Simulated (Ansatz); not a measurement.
**BH6NOSi (SMILES BO[SiH2]N): density, localisation and related maps**

Input file:

```
crystal:
  periodic: [false, false, false]
  atoms:
    - { symbol: B, position_ang: [-1.6393, 0.9969, 0.0834] }
    - { symbol: O, position_ang: [-1.0379, -0.2632, 0.1897] }
    - { symbol: Si, position_ang: [-2.32403, -1.30312, 0.56099] }
    - { symbol: "N", position_ang: [-1.77009, -3.04972, 0.70581] }
    - { symbol: H, position_ang: [-1.8309, 1.7143, 1.0101] }
    - { symbol: H, position_ang: [-2.1285, 1.4066, -0.9696] }
    - { symbol: H, position_ang: [-3.36134, -1.31212, -0.53232] }
    - { symbol: H, position_ang: [-3.01414, -0.96222, 1.82752] }
    - { symbol: H, position_ang: [-0.9905, -2.97724, 1.39468] }
    - { symbol: H, position_ang: [-1.23424, -3.22593, -0.22419] }
basis:
  gaussian: { orbitals: def2-SVP }
hamiltonian:
  xc: blyp
relax:
  f_tol: 0.015
  max_steps: 40
output:
  orbitals: {}
```

Command:

```sh
ansatz run input.yaml --threads 1 --pin off --max-ram 2048MiB --backend cpu --events-out ev --progress --plain --runs-dir out
```

The fields are those of the relaxed geometry.

Level of theory: RKS BLYP/def2-SVP (Ansatz).

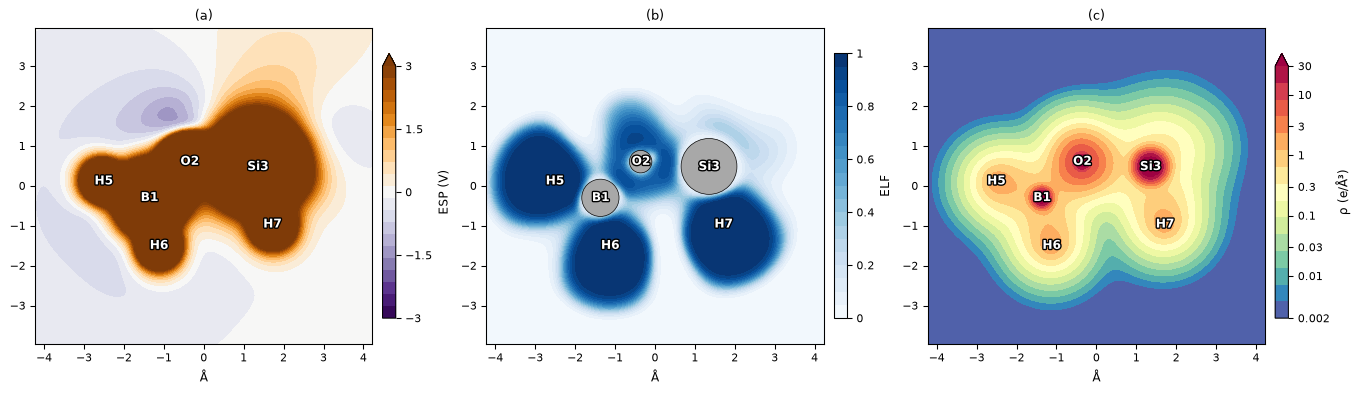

Figure 1. (a) molecular electrostatic potential; (b) electron localisation function; (c) electron density on the plane of atoms O2, B1 and H5. Grey discs cover the atomic cores in the ELF map.

Q: What do the fields say about this system?

A: The plane passes through B, O, Si and H nuclei. B–O (1.36 Å): ρ at the midpoint is about 2.1 e/Å³; the ELF peaks at about 0.90 between the atoms; a shared but strongly polarised pair. Si–O (1.72 Å): ρ at the midpoint is about 0.94 e/Å³; the ELF peaks at about 0.90 between the atoms, as expected for a polar covalent bond. B–H (1.22 Å): the density is about 1.2 e/Å³ at the midpoint; the ELF climbs to about 1 towards the hydrogen, as it does in any bond to H (an ordinary covalent bond to hydrogen). Si–H (1.50 Å): ρ is about 0.77 e/Å³ halfway; the ELF climbs to about 1 towards the hydrogen. The ELF also peaks beside O2, away from the bonds: lone-pair regions. Outside the dense part of the molecule the potential is most negative (−1.4 V) near O2.

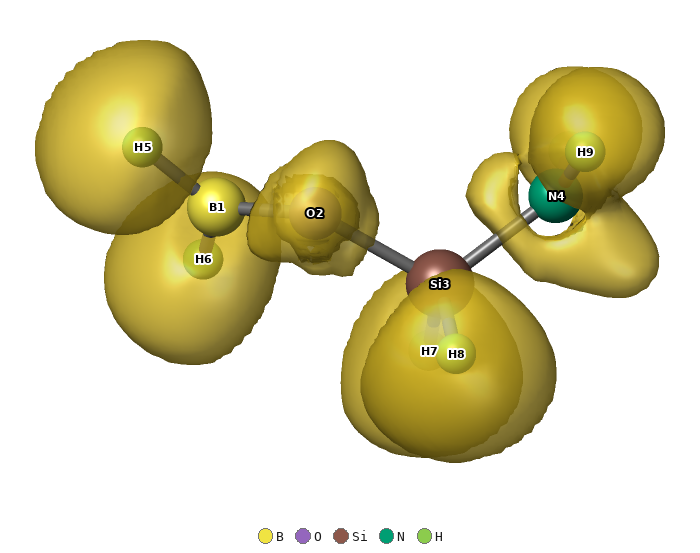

Figure 2. Isosurface of the electron localisation function at 0.8 (yellow), seen at a tilt. Only the valence region is drawn (cores and ρ < 0.01 e/Å³ removed).

Q: Where are the electrons localised?

A: At this value the surface marks out four regions around hydrogen nuclei, one region on O in which the atom's valence shell and bonds are merged and one joined region spread over several atoms (H, N), in which their bonds and any lone pairs are merged.

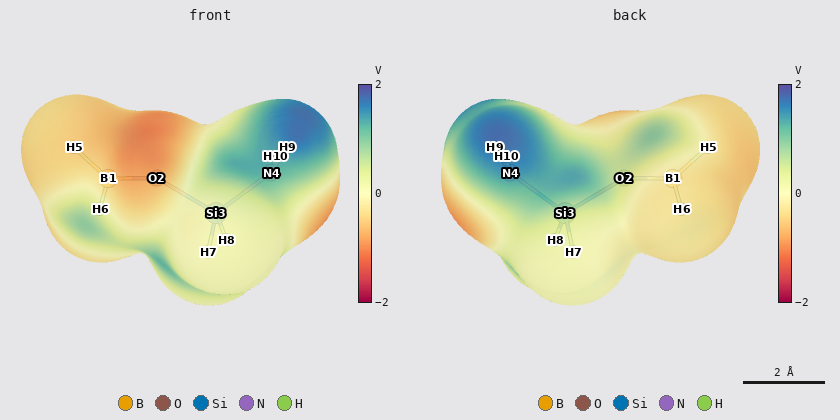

Figure 3. The molecular electrostatic potential painted on the density surface at 0.002 e/bohr³, seen from the front and from behind; red is negative and blue positive.

Q: Where is the surface potential most negative and most positive?

A: The most negative region (about −1.1 V) lies over O2, the most positive (about +1.8 V) over H9 and H10. O2 is the likeliest acceptor of a hydrogen bond.
